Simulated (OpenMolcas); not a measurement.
**C2H4 (ethylene): a line through the functionals**

C2H4: 6 atoms, total charge 0, spin state singlet. SMILES: `C=C`. The shape is that of a PBE0-D4/def2-TZVP optimisation.

The vertical energy of the triplet above the singlet y, in eV, basis def2-TZVP; a is the functional's share of exact exchange. Programs: OpenMolcas 26.06.

| functional | program | a | y (eV) |
| --- | --- | --- | --- |
| PBE | OpenMolcas | 0 | 4.58 |
| revPBE | OpenMolcas | 0 | 4.53 |
| B3LYP | OpenMolcas | 0.2 | ? |
| PBE0 | OpenMolcas | 0.25 | 4.37 |
| BHLYP | OpenMolcas | 0.5 | 4.29 |

**Question.** Fit y = c + s·a to the known rows and predict B3LYP.

**Answer.** 
1. Means of the 4 rows: a = 0.1875, y = 4.442.
2. Σ(Δa)² = 0.17188, Σ(Δa·Δy) = -0.094375, so the slope is -0.094375/0.17188 = -0.54907.
3. Intercept: 4.442 − (-0.54907) × 0.1875 = 4.545. The largest residual of the fit is 0.038.
4. B3LYP: 4.545 + (-0.54907) × 0.2 = 4.44 eV.

The run gave 4.53 eV, so the prediction is off by -0.09 eV, more than the scatter of the fit. Exact exchange favours the state with more unpaired electrons. The rows mix families of semi-local functionals, which the line can't see.

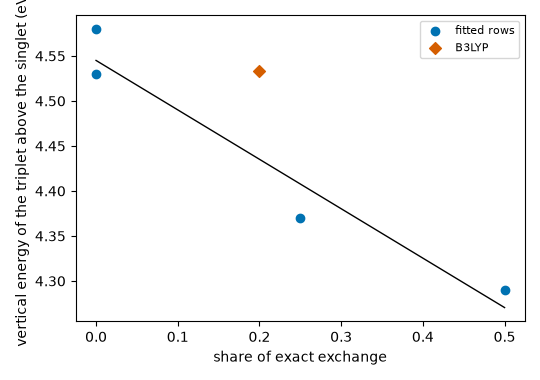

The fitted line, with the withheld row.
